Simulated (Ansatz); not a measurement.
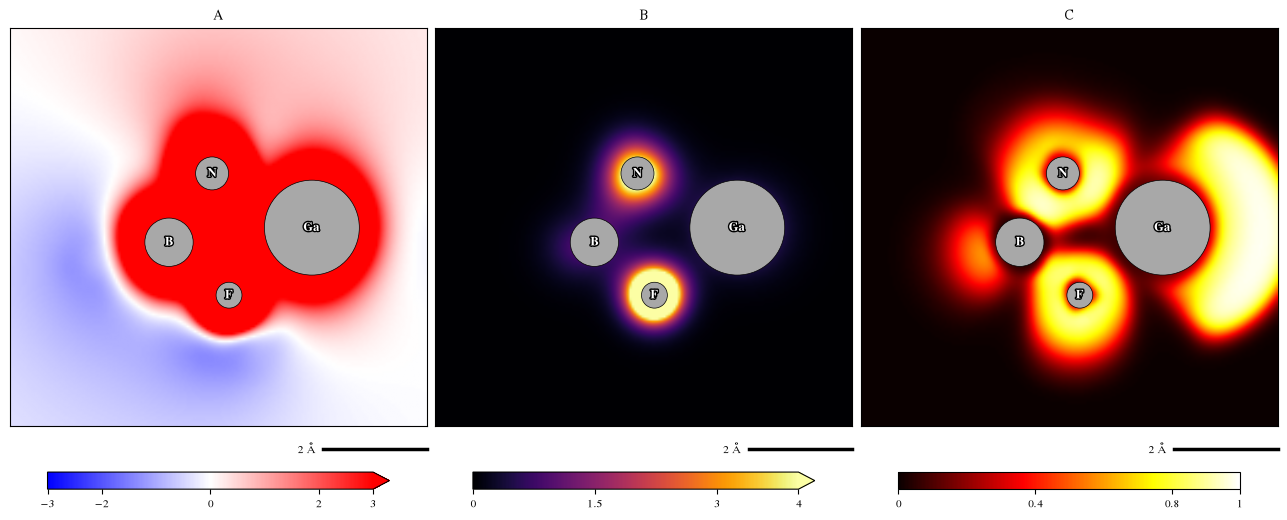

BFGaH4N: 3 fields on the plane of atoms F2, B1 and N4, with unlabelled colour scales. Grey discs cover the atomic cores.

Geometry: B3LYP-D3(BJ)/def2-SVP.

Computed with isolated molecule in a Gaussian basis; Kohn-Sham density functional theory, functional PBE0 in Ansatz.

> Match the panels to the quantities (electron density, electron localisation function and electrostatic potential).

Panel A: electrostatic potential (strongly positive close to the atoms, with negative regions outside electron-rich atoms). Panel B: electron density. Panel C: electron localisation function. From the grid: B–F (1.55 Å): ρ at the midpoint is about 1.2 e/Å³; the ELF peaks at about 0.85 between the atoms (a shared but strongly polarised pair). B–N (1.57 Å): the density is about 1.4 e/Å³ at the midpoint; the ELF peaks at about 0.95 between the atoms, as expected for a polar covalent bond.
